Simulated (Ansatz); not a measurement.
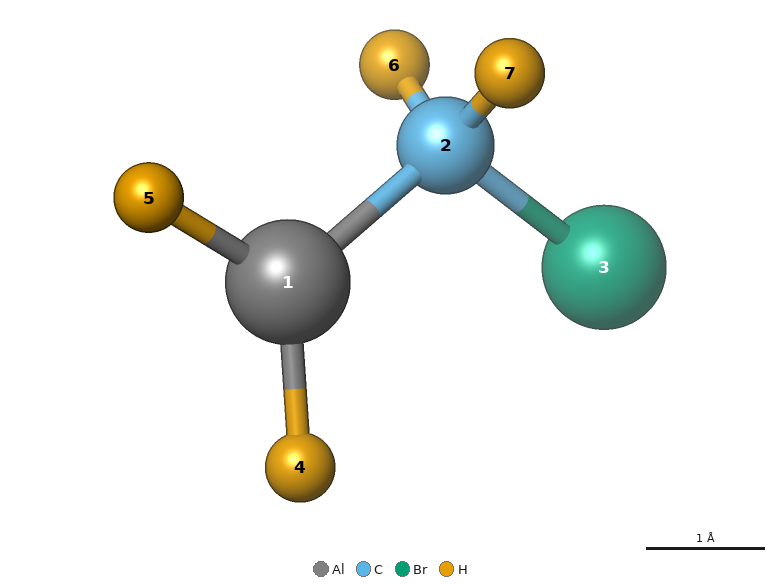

Orthographic view. Distant atoms are faded towards the background colour. Computed geometry: PBE0-D4/def2-TZVP optimisation. No frequency run is at hand to confirm it as a minimum.

Give the geometry as a Z-matrix, atoms in numerical order, with these reference atoms: 2 to 1; 3 to 2, 1; 4 to 1, 2, 3; 5 to 1, 4, 2; 6 to 2, 3, 1; 7 to 2, 6, 3.

```
Al 
C    1   1.965
Br   2   1.952   1   111.6
H    1   1.580   2   121.2   3     1.9
H    1   1.589   4   122.0   2  -179.9
H    2   1.092   3   106.2   1  -123.4
H    2   1.092   6   106.7   3   112.9
```
